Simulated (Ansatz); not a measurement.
# Frequency calculation of WH$_{2}$Cl$_{3}$OF$_{2}$

WH$_{2}$Cl$_{3}$OF$_{2}$, multiplicity 2, computed with UKS PBE/def2-SVP (Ansatz 0.2.0).

It belongs to a series of runs on one base structure; here: vibrations at the highest image of the band. Figures and captions count atoms from 1; the log counts them from 0 in places.

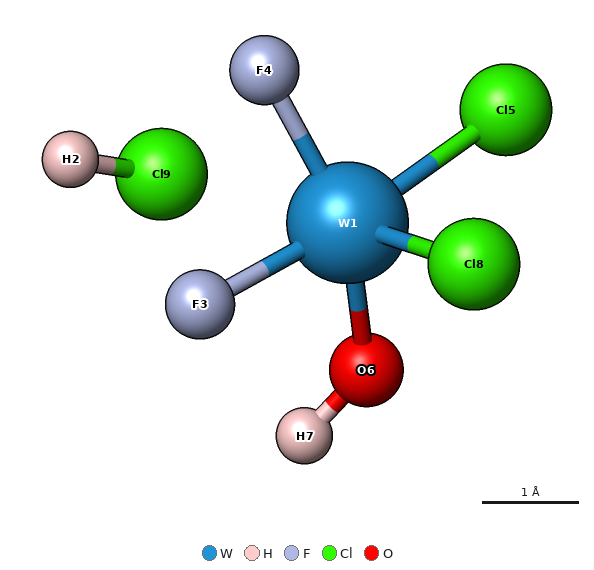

Figure 1. The input geometry (ball-and-stick view, seen at a tilt; atoms are numbered from 1 in the order of the input). Sticks mark near contacts. Bond lengths as drawn: Cl–H 1.30 Å, Cl–W 2.27 to 2.33 Å, F–W 1.87 to 1.94 Å, H–O 0.98 Å and O–W 1.87 Å.

**The input**
```yaml
crystal:
  periodic: [false, false, false]
  atoms:
    - { symbol: W, position_ang: [-0.182264, -0.1383, -0.180006] }
    - { symbol: H, position_ang: [0.787403, 0.790522, 2.749681] }
    - { symbol: F, position_ang: [1.726399, -0.138701, 0.167276] }
    - { symbol: F, position_ang: [-0.069437, 1.68641, 0.223715] }
    - { symbol: Cl, position_ang: [-2.509331, -0.01006, -0.323179] }
    - { symbol: O, position_ang: [-0.190371, -1.942903, 0.301661] }
    - { symbol: H, position_ang: [0.437246, -2.455349, 0.844668] }
    - { symbol: Cl, position_ang: [0.127229, -0.207994, -2.43256] }
    - { symbol: Cl, position_ang: [-0.285275, 0.049274, 2.741046] }
magnetization:
  spin_polarized: true
  initial_magnetization: 1
basis:
  gaussian: { orbitals: def2-SVP }
hamiltonian:
  xc: pbe
phonons: {}
```

Launch command:
```bash
ansatz run input.yaml --threads 4 --pin off --max-ram 5120MiB --backend cpu --events-out ev --progress --plain --runs-dir out
```

**Log**
```
Engine: ansatz 0.2.0, aarch64-unknown-linux-gnu
Functional definition: PBE
  parameter kappa = 0.804
  parameter beta = 0.06672455060314922
  exchange = pbe_x(kappa = kappa, mu = beta*pi^2/3)
  correlation = pbe_c(beta = beta)
1447 factors; their error is unknown
mean field evaluation 1: about -46864.8990 eV, gradient 5.2e1 eV
mean field evaluation 2: about -46621.0232 eV, gradient 2.3e2 eV
mean field evaluation 4: about -46871.8948 eV, gradient 2.7e1 eV
mean field evaluation 8: about -46874.4202 eV, gradient 4.6e-1 eV
mean field evaluation 16: about -46874.3348 eV, gradient 1.3e-3 eV
mean field evaluation 32: about -46874.3262 eV, gradient 9.0e-1 eV
mean field -46874.33481197 eV, -1722.6000317745 hartree, gradient 3.2e-5 eV, S^2 0.753224; 4 other end points of the search recorded, 0 dependent functions left out
the calculation of the forces begins
reference -46874.33488284 eV, -1722.6000343790 hartree; 47, 46 occupied and 91, 92 virtual orbitals, 1447 factors
these checks for a lower state are left out or cut short: stability, starts, cluster_reference, orbital_swaps, neighbouring_geometries, increment
1447 factors; their error is unknown
mean field -46874.33469960 eV, -1722.6000276450 hartree, gradient 2.2e-6 eV, S^2 0.753226; 0 other end points of the search recorded, 0 dependent functions left out
[... from here on the field's lines of each further geometry are left out, up to the last ...]
the calculation of the forces begins
reference -46874.33487888 eV, -1722.6000342334 hartree; 47, 46 occupied and 91, 92 virtual orbitals, 1447 factors
these checks for a lower state are left out or cut short: stability, starts, cluster_reference, orbital_swaps, neighbouring_geometries, increment
1447 factors; their error is unknown
mean field -46874.33480389 eV, -1722.6000314777 hartree, gradient 2.3e-6 eV, S^2 0.753223; 0 other end points of the search recorded, 0 dependent functions left out
the calculation of the forces begins
reference -46874.33487477 eV, -1722.6000340824 hartree; 47, 46 occupied and 91, 92 virtual orbitals, 1447 factors
WARN: phonons: modes at or below zero, which the zero-point energy, F, S and C_V leave out: 1, the lowest at -108.63 cm⁻¹. A minimum has none, and a first-order saddle one
Total energy: -46874.33488284 eV, -1722.6000343790 hartree
Atom 0 at    -0.182264    -0.138300    -0.180006 Å, force     0.004343     0.004603     0.001219 eV/Å
Atom 1 at     0.787403     0.790522     2.749681 Å, force     0.000097    -0.001603    -0.000999 eV/Å
Atom 2 at     1.726399    -0.138701     0.167276 Å, force    -0.001541    -0.000875    -0.000262 eV/Å
Atom 3 at    -0.069437     1.686410     0.223715 Å, force    -0.001424     0.001304     0.000787 eV/Å
Atom 4 at    -2.509331    -0.010060    -0.323179 Å, force     0.001243    -0.000932    -0.000988 eV/Å
Atom 5 at    -0.190371    -1.942903     0.301661 Å, force    -0.012980    -0.006380    -0.003239 eV/Å
Atom 6 at     0.437246    -2.455349     0.844668 Å, force     0.008651     0.003774     0.002366 eV/Å
Atom 7 at     0.127229    -0.207994    -2.432560 Å, force     0.000753    -0.000793     0.000301 eV/Å
Atom 8 at    -0.285275     0.049274     2.741046 Å, force     0.000859     0.000902     0.000815 eV/Å
Dipole moment:     0.350946    -0.301431     0.769148 e Å
Vibrations: -108.63 58.66 80.31 108.12 115.21 117.00 155.53 166.88 188.84 209.58 250.47 317.41 368.50 394.30 414.54 543.36 595.47 671.51 735.66 2846.27 3746.75 cm⁻¹, zero-point energy 0.749133 eV
```

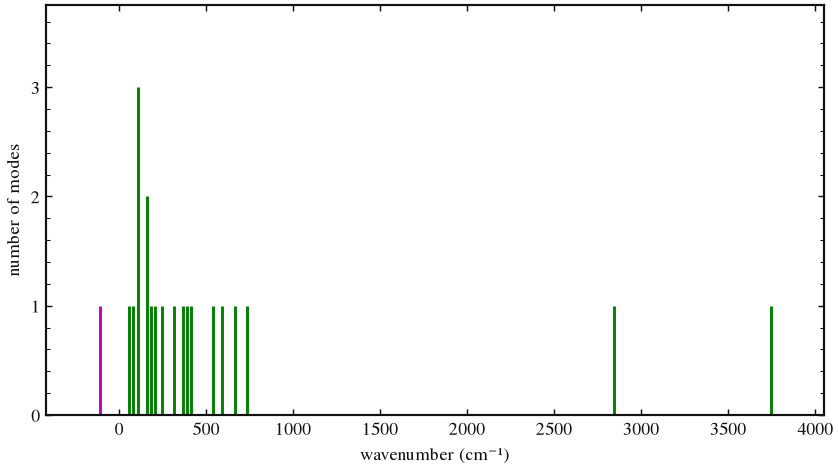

Figure 2. Harmonic vibrational wavenumbers from the force constants; neighbouring modes closer than 18 cm⁻¹ are counted in one stick, and imaginary ones are drawn at negative wavenumbers. 21 modes from 109i to 3747 cm⁻¹, 1 imaginary beyond 8i (109i cm⁻¹): a first-order saddle point, if the geometry is stationary.

**Key numbers**

```csv
quantity,value
outcome,converged
total energy,−46874.3349 eV
mean-field energy,−46874.3349 eV
⟨S²⟩,0.753
largest force (length of the vector),0.015 eV/Å
hardware,"4 threads of Arm Neoverse V1, 24 GiB of memory available, shared host"
wall time,2 min (CPU time 7.8 min)
peak memory,0.28 GiB
```
